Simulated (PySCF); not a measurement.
## A study: C$_{4}$H$_{12}$Si, SMILES `C[Si](C)(C)C`

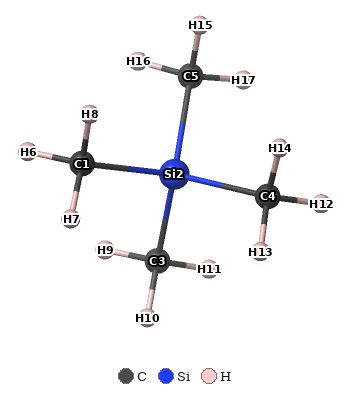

The molecule, with its atoms numbered as below. No frequency check shows the geometry to be a minimum.

Cartesian coordinates (Å):

```
C1      -1.3548   -0.0683    1.3427
Si2      0.0004   -0.0002   -0.0000
C3       0.1648   -1.7117   -0.8294
C4       1.6643    0.4818    0.8024
C5      -0.4725    1.2996   -1.3162
H6      -2.3151   -0.3523    0.9214
H7      -1.1221   -0.8108    2.1017
H8      -1.4825    0.8936    1.8268
H9      -0.7654   -2.0121   -1.3040
H10      0.4214   -2.4793   -0.1047
H11      0.9365   -1.7111   -1.5912
H12      2.4626    0.5182    0.0663
H13      1.9597   -0.2301    1.5631
H14      1.6100    1.4570    1.2733
H15     -0.5857    2.2859   -0.8757
H16     -1.4239    1.0612   -1.7835
H17      0.2880    1.3732   -2.0899
```

Part 1: In an electric field

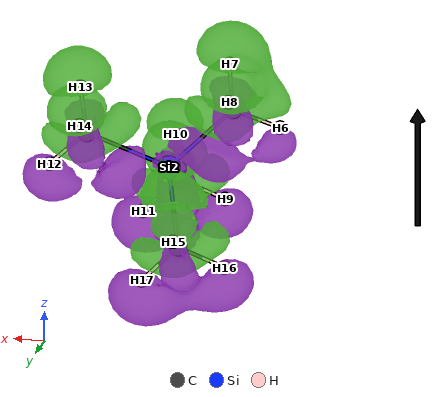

Change of the electron density in a uniform field of 0.26 V/Å along +z (arrow), surfaces at ±0.002 e/Å³ (purple: gain, green: loss).

Computed with PySCF, ωB97X/def2-SVPD, geometry: GFN2-xTB.

How large is the response?

Answer. The induced dipole is 0.96 D (along the field); α along this axis, from the fields in both directions, is 76 bohr³ (11.2 Å³).

Which atoms gain and lose the most charge?

Answer. Electrons gather most on H17 (Hirshfeld charge changes by −0.009 e) and leave H7 most (+0.009 e); 0.092 electrons are displaced in all.

Part 2: Localised orbitals

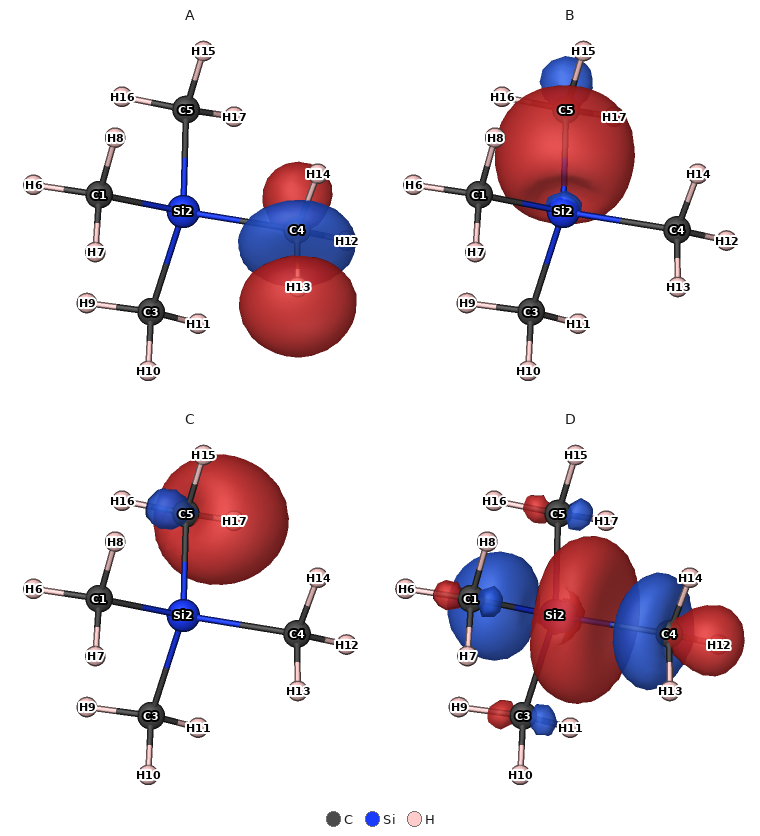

Intrinsic bond orbitals (IBO), occupied and valence-virtual; each surface holds about 80 % of the orbital's density. Energies are diagonal elements of the Fock matrix.

PySCF calculation, M06-2X/def2-SVPD, gas phase; geometry: GFN2-xTB.

Identify each orbital.

Answer. By panel:
- A: σ* orbital H13–C4 (H13 57 %, C4 43 %; 11.6 eV)
- B: σ bond C5–Si2 (C5 65 %, Si2 34 %; −12.4 eV)
- C: σ bond C5–H17 (C5 57 %, H17 42 %; −14.7 eV)
- D: σ* orbital Si2–C4, mostly on Si2 (Si2 64 %, C4 34 %; 7.8 eV)

How do all the valence pairs divide up?

Answer. 16 pairs: 16 σ bonds.

Part 3: Stretching a bond

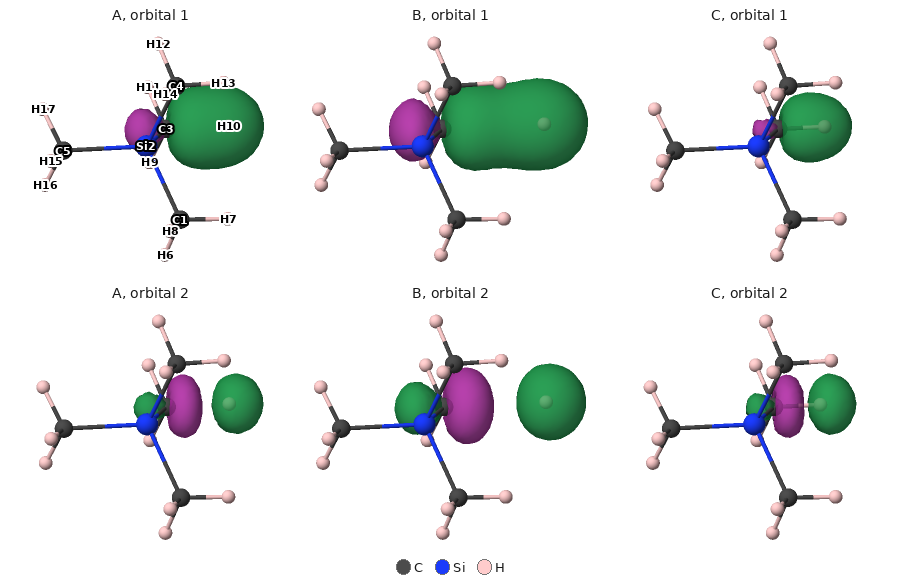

Rigid stretch of the C3–H10 bond. The two CASSCF(2,2) natural orbitals nearest half filling (orbital 1 the more occupied).

Computed with PySCF, 6-31G* basis, geometry: GFN2-xTB.

The columns are at 1.07, 1.44 and 2.35 Å, in some order. Assign them, and give the occupations.

Answer. A: 1.44 Å, occupations 1.95 and 0.05. B: 2.35 Å, occupations 1.62 and 0.38. C: 1.07 Å, occupations 1.98 and 0.02.

Where does the UHF solution part from RHF?

Answer. Between 1.44 Å (⟨S²⟩ = 0, the two coincide) and 1.66 Å (⟨S²⟩ = 0.02); at 3.00 Å ⟨S²⟩ is 0.99 and UHF lies 3.4 eV below RHF.

How much energy does the stretch cost?

Answer. By CASSCF, 4.2 eV from the lowest point of the scan (1.07 Å) to 3.00 Å; RHF gives 7.2 eV from its own lowest point. The fragments aren't relaxed and dynamic correlation is missing, so this isn't a bond dissociation energy.

The PySCF runs shown took 85 s, 61 s and 6.1 min on 1 thread of Intel(R) Xeon(R) Platinum 8259CL CPU @ 2.50GHz (Skylake/Cascade Lake), with other jobs on the host.
